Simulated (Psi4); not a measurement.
**CuCl2: energy and gradient calculation (part 2 of 2)**

CuCl2, multiplicity 2, SMILES [Cl][Cu][Cl]; HF/cc-pVTZ, UHF, dispersion D3(BJ) (Psi4 1.11). The geometry comes from this level: GFN2-xTB.

Geometry of the input (Å):
```
Cu -0.0002  -0.0001  -0.0003
Cl -0.0153  -0.0193  2.0345
Cl 0.0155  0.0194  -2.0342
```

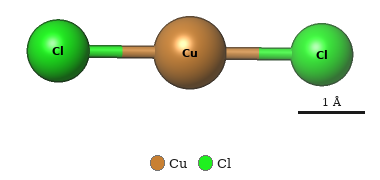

Fig. 1: The structure as given in the input (ball-and-stick view, seen on its broad side). Sticks mark near contacts.

### What the program printed, continued
```
   -------------------------------------------------------
    Irrep   Nso     Nmo     Nalpha   Nbeta   Ndocc  Nsocc
   -------------------------------------------------------
     A'        90      90      24      23      23       1
     A"        46      46       8       8       8       0
   -------------------------------------------------------
    Total     136     136      32      31      31       1
   -------------------------------------------------------

  ==> Iterations <==

                           Total Energy        Delta E     RMS |[F,P]|

   @DF-UHF iter   0: -2555.68394076215873   -2.55568e+03   3.90328e-02
   @DF-UHF iter   1: -2557.94039721863328   -2.25646e+00   4.85672e-03 DIIS/ADIIS
   @DF-UHF iter   2: -2558.08169424393827   -1.41297e-01   2.72868e-03 DIIS/ADIIS
   @DF-UHF iter   3: -2558.11521609893589   -3.35219e-02   2.08652e-03 DIIS/ADIIS
   @DF-UHF iter   4: -2558.13080577771689   -1.55897e-02   5.68626e-04 DIIS/ADIIS
   @DF-UHF iter   5: -2558.13471346405868   -3.90769e-03   1.65792e-04 DIIS/ADIIS
   @DF-UHF iter   6: -2558.13495258567173   -2.39122e-04   4.37632e-05 DIIS
   @DF-UHF iter   7: -2558.13496653393850   -1.39483e-05   1.17463e-05 DIIS
   @DF-UHF iter   8: -2558.13496854849154   -2.01455e-06   4.45971e-06 DIIS
   @DF-UHF iter   9: -2558.13496891965178   -3.71160e-07   1.75222e-06 DIIS
   @DF-UHF iter  10: -2558.13496898549238   -6.58406e-08   5.81100e-07 DIIS
   @DF-UHF iter  11: -2558.13496899163465   -6.14227e-09   1.29915e-07 DIIS
   @DF-UHF iter  12: -2558.13496899194297   -3.08319e-10   5.03300e-08 DIIS
   @DF-UHF iter  13: -2558.13496899196434   -2.13731e-11   2.10428e-08 DIIS
   @DF-UHF iter  14: -2558.13496899196753   -3.18323e-12   2.73451e-09 DIIS
  Energy and wave function converged.

  ==> Post-Iterations <==

   @Spin Contamination Metric:   2.125341636E-03
   @S^2 Expected:                7.500000000E-01
   @S^2 Observed:                7.521253416E-01
   @S   Expected:                5.000000000E-01
   @S   Observed:                5.000000000E-01

    Orbital Energies [Eh]
    ---------------------

    Alpha Occupied:

       1Ap  -329.116297     2Ap  -104.819178     3Ap  -104.819095
       4Ap   -41.191954     5Ap   -36.002268     1App  -36.002268
       6Ap   -35.954682     7Ap   -10.545917     8Ap   -10.545820
       9Ap    -8.012354    10Ap    -8.012255     2App   -8.011302
      11Ap    -8.011302     3App   -8.011206    12Ap    -8.011206
      13Ap    -5.404268    14Ap    -3.742856     4App   -3.742856
      15Ap    -3.658424    16Ap    -1.090287    17Ap    -1.068410
      18Ap    -0.933892     5App   -0.874243    19Ap    -0.846963
       6App   -0.846963    20Ap    -0.815126    21Ap    -0.522276
      22Ap    -0.495882     7App   -0.473847    23Ap    -0.473847
      24Ap    -0.453244     8App   -0.453244

    Alpha Virtual:

      25Ap     0.040839     9App    0.070035    26Ap     0.070035
      27Ap     0.140481    28Ap     0.170352    10App    0.212728
      29Ap     0.212728    30Ap     0.395697    31Ap     0.425802
      32Ap     0.444972    11App    0.449791    33Ap     0.479833
      12App    0.479833    34Ap     0.517349    13App    0.517349
      35Ap     0.556565    36Ap     0.566289    37Ap     0.575324
      14App    0.575324    38Ap     0.661106    15App    0.661163
      39Ap     0.725234    40Ap     0.726126    16App    0.727148
      41Ap     0.760088    17App    0.760088    42Ap     0.784907
      43Ap     1.016156    18App    1.016156    44Ap     1.042664
      45Ap     1.061317    19App    1.061317    46Ap     1.160360
      47Ap     1.393434    48Ap     1.401290    20App    2.105342
      49Ap     2.105342    50Ap     2.120340    51Ap     2.142012
      21App    2.165173    52Ap     2.247309    22App    2.247381
      53Ap     2.283031    23App    2.285083    24App    2.306000
      54Ap     2.306000    25App    2.386376    55Ap     2.386376
      56Ap     2.394494    26App    2.394603    27App    2.418070
      57Ap     2.418070    28App    2.418202    58Ap     2.418202
      59Ap     2.429452    60Ap     2.431151    29App    2.431242
      30App    2.445618    61Ap     2.445618    62Ap     2.499848
      31App    2.577732    63Ap     2.577732    64Ap     2.587337
      65Ap     2.646763    32App    2.646763    66Ap     2.782606
      33App    2.782606    67Ap     2.796374    68Ap     2.866487
      69Ap     3.622105    70Ap     3.710065    34App    3.710065
      71Ap     3.747644    35App    3.769234    36App    3.941022
      72Ap     3.941022    73Ap     4.343585    74Ap     4.532262
      37App    4.536034    75Ap     4.536036    76Ap     5.067800
      77Ap     5.088437    78Ap     5.585259    79Ap     8.251708
      38App    8.294361    39App    8.466423    80Ap     8.466423
      81Ap     9.180661    82Ap    14.078115    40App   14.078115
      83Ap    14.122734    41App   14.163640    42App   14.219242
      84Ap    14.219242    85Ap    14.281728    43App   14.283048
      86Ap    14.323913    44App   14.323913    87Ap    14.337935
      45App   14.370193    88Ap    14.375167    46App   14.375167
      89Ap    14.395076    90Ap    14.403613

    Beta Occupied:

       1Ap  -329.115245     2Ap  -104.819284     3Ap  -104.819202
       4Ap   -41.149172     1App  -35.945799     5Ap   -35.945799
       6Ap   -35.943177     7Ap   -10.546025     8Ap   -10.545928
       9Ap    -8.012626    10Ap    -8.012527    11Ap    -8.011459
       2App   -8.011459    12Ap    -8.011363     3App   -8.011363
      13Ap    -5.297396    14Ap    -3.628958     4App   -3.565502
      15Ap    -3.565502    16Ap    -1.088033    17Ap    -1.069258
       5App   -0.852596    18Ap    -0.799729     6App   -0.799729
      19Ap    -0.760400    20Ap    -0.517358    21Ap    -0.497241
       7App   -0.473936    22Ap    -0.473936    23Ap    -0.452193
       8App   -0.452193

    Beta Virtual:

      24Ap     0.043798     9App    0.071347    25Ap     0.071347
      26Ap     0.106885    27Ap     0.140447    28Ap     0.177006
      10App    0.217370    29Ap     0.217370    30Ap     0.395999
      31Ap     0.426844    11App    0.451272    32Ap     0.481330
      12App    0.481330    33Ap     0.518576    34Ap     0.518836
      13App    0.518837    35Ap     0.556600    36Ap     0.569930
      37Ap     0.575300    14App    0.575300    15App    0.660875
      38Ap     0.660944    39Ap     0.725013    16App    0.727036
      40Ap     0.737322    41Ap     0.759642    17App    0.759642
      42Ap     0.788719    43Ap     1.031017    18App    1.031017
      44Ap     1.045892    45Ap     1.061976    19App    1.061976
      46Ap     1.161048    47Ap     1.394563    48Ap     1.403105
      49Ap     2.113067    20App    2.113067    50Ap     2.126914
      21App    2.172785    22App    2.247167    51Ap     2.247264
      52Ap     2.250188    23App    2.285773    24App    2.305851
      53Ap     2.305851    54Ap     2.325127    25App    2.387865
      55Ap     2.387865    26App    2.394335    56Ap     2.394552
      27App    2.417877    57Ap     2.417877    28App    2.418007
      58Ap     2.418007    59Ap     2.429275    29App    2.430969
      60Ap     2.430987    30App    2.449086    61Ap     2.449086
      62Ap     2.502156    31App    2.577469    63Ap     2.577469
      64Ap     2.587003    65Ap     2.646512    32App    2.646512
      66Ap     2.785756    33App    2.785756    67Ap     2.802391
      68Ap     2.870315    69Ap     3.626826    34App    3.771630
      35App    3.797563    70Ap     3.797563    71Ap     3.817682
      36App    3.960373    72Ap     3.960373    73Ap     4.353485
      74Ap     4.561550    37App    4.578595    75Ap     4.578595
      76Ap     5.079049    77Ap     5.089250    78Ap     5.587260
      38App    8.309148    79Ap     8.422184    39App    8.489462
      80Ap     8.489462    81Ap     9.203227    40App   14.176699
      82Ap    14.210273    41App   14.210273    83Ap    14.240065
      42App   14.270692    84Ap    14.270692    85Ap    14.363774
      43App   14.364201    44App   14.373076    86Ap    14.373076
      45App   14.377081    87Ap    14.392116    88Ap    14.396974
      46App   14.396974    89Ap    14.417009    90Ap    14.439417

    Final Occupation by Irrep:
             Ap   App
    DOCC [    23,    8 ]
    SOCC [     1,    0 ]
    NA   [    24,    8 ]
    NB   [    23,    8 ]

  @DF-UHF Final Energy: -2558.13496899196753

   => Energetics <=

    Nuclear Repulsion Energy =            294.0444377552234982
    One-Electron Energy =               -4140.1529495554805180
    Two-Electron Energy =                1287.9974123199592668
    Total Energy =                      -2558.1349689919675257

  UHF NO Occupations:
  HONO-2 :   22 Ap 1.9998387
  HONO-1 :   23 Ap 1.9995369
  HONO-0 :   24 Ap 1.0000000
  LUNO+0 :   25 Ap 0.0004631
  LUNO+1 :   26 Ap 0.0001613
  LUNO+2 :    9App 0.0001613
  LUNO+3 :   10App 0.0000961

Computation Completed

Properties will be evaluated at   0.000000,   0.000000,   0.000000 [a0]

Properties computed using the SCF density matrix

 Multipole Moments:

 ------------------------------------------------------------------------------------
     Multipole            Electronic (a.u.)      Nuclear  (a.u.)        Total (a.u.)
 ------------------------------------------------------------------------------------

 L = 1.  Multiply by 2.5417464519 to convert [e a0] to [Debye]
 Dipole X            :          0.0010146           -0.0004933            0.0005213
 Dipole Y            :         -0.0024278            0.0007844           -0.0016435
 Dipole Z            :          0.0000000            0.0000000            0.0000000
 Magnitude           :                                                    0.0017242

 ------------------------------------------------------------------------------------

	total time  =         10 seconds =       0.17 minutes

         ------------------------------------------------------------
                                   SCF GRAD
         ------------------------------------------------------------

  ==> Geometry <==

    Molecular point group: cs
    Full point group: Cs

    Geometry (in Angstrom), charge = 0, multiplicity = 2:

       Center              X                  Y                   Z               Mass
    ------------   -----------------  -----------------  -----------------  -----------------
         CU           0.000163870405    -0.000260556952     0.000000000000    62.929597720000
         CL           0.022871740355     2.034609158175     0.000000000000    34.968852682000
         CL          -0.023166639898    -2.034140262488     0.000000000000    34.968852682000

  Nuclear repulsion =  294.044437755223498

  ==> Basis Set <==

  Basis Set: CC-PVTZ
    Blend: CC-PVTZ
    Number of shells: 44
    Number of basis functions: 136
    Number of Cartesian functions: 162
    Spherical Harmonics?: true
    Max angular momentum: 4

  ==> DFJKGrad: Density-Fitted SCF Gradients <==

    Gradient:                    1
    J tasked:                  Yes
    K tasked:                  Yes
    wK tasked:                  No
    Integrals threads:           1
    Memory [MiB]:             1144
    Schwarz Cutoff:          1E-12
    Fitting Condition:       1E-10

   => Auxiliary Basis Set <=

  Basis Set: (CC-PVTZ AUX)
    Blend: CC-PVTZ-JKFIT + DEF2-UNIVERSAL-JKFIT
    Number of shells: 132
    Number of basis functions: 506
    Number of Cartesian functions: 667
    Spherical Harmonics?: true
    Max angular momentum: 6

  -Total Gradient:
     Atom            X                  Y                   Z
    ------   -----------------  -----------------  -----------------
       1       -0.000008575176    -0.000454980495     0.000000000000
       2       -0.000438438983    -0.038896296162     0.000000000000
       3        0.000447014158     0.039351276652     0.000000000000

	total time  =          8 seconds =       0.13 minutes

  Variable Map:
  ----------------------------------------------------------------------------
  "CURRENT ENERGY"                         =>   -2558.134968991968
  "CURRENT REFERENCE ENERGY"               =>   -2558.134968991968
  "DD SOLVATION ENERGY"                    =>       0.000000000000
  "DISPERSION CORRECTION ENERGY"           =>      -0.023869511670
  "HF KINETIC ENERGY"                      =>    2558.524626992720
  "HF POTENTIAL ENERGY"                    =>   -5116.659595984687
  "HF TOTAL ENERGY"                        =>   -2558.111099480298
  "HF VIRIAL RATIO"                        =>       1.999847702071
  "HF-D3(BJ) DISPERSION CORRECTION ENERGY" =>      -0.023869511670
  "NUCLEAR REPULSION ENERGY"               =>     294.044437755223
  "ONE-ELECTRON ENERGY"                    =>   -4140.152949555481
  "PCM POLARIZATION ENERGY"                =>       0.000000000000
  "PE ENERGY"                              =>       0.000000000000
  "SCF ITERATION ENERGY"                   =>   -2558.134968991968
  "SCF ITERATIONS"                         =>      14.000000000000
  "SCF TOTAL ENERGY"                       =>   -2558.134968991968
  "TWO-ELECTRON ENERGY"                    =>    1287.997412319959

  Array Variable Map:
  ----------------------------------------------------------------------------
  "-D GRADIENT"                            =>       0.000000441994 ... 0.000000000000 3 by 3
  "CURRENT DIPOLE"                         =>       0.000521309219 ... 0.000000000000 1 by 3
  "CURRENT GRADIENT"                       =>      -0.000008575176 ... 0.000000000000 3 by 3
  "DISPERSION CORRECTION GRADIENT"         =>       0.000000441994 ... 0.000000000000 3 by 3
  "HF TOTAL GRADIENT"                      =>      -0.000008575176 ... 0.000000000000 3 by 3
  "HF-D3(BJ) DISPERSION CORRECTION GRADIENT" =>       0.000000441994 ... 0.000000000000 3 by 3
  "SCF DIPOLE"                             =>       0.000521309219 ... 0.000000000000 1 by 3
  "SCF TOTAL ENERGIES"                     =>   -2555.683940762159 ... -2558.134968991968 1 by 15
  "SCF TOTAL GRADIENT"                     =>      -0.000008575176 ... 0.000000000000 3 by 3

    Psi4 run time: 0:00:18.43
```

### Summary

```tsv
quantity	value
outcome	converged
total energy	−2558.134969 hartree
dispersion energy	−0.023870 hartree
basis functions	136
largest force	2.024 eV/Å
⟨S²⟩	0.752
dipole moment	0.00 D
hardware	1 thread of Intel Xeon (Granite Rapids), 12 GiB of memory available, shared host
wall time	19 s
peak memory	0.74 GiB
```

Settings chosen away from the usual ones: guess set to gwh; basis_guess set to STO-3G.
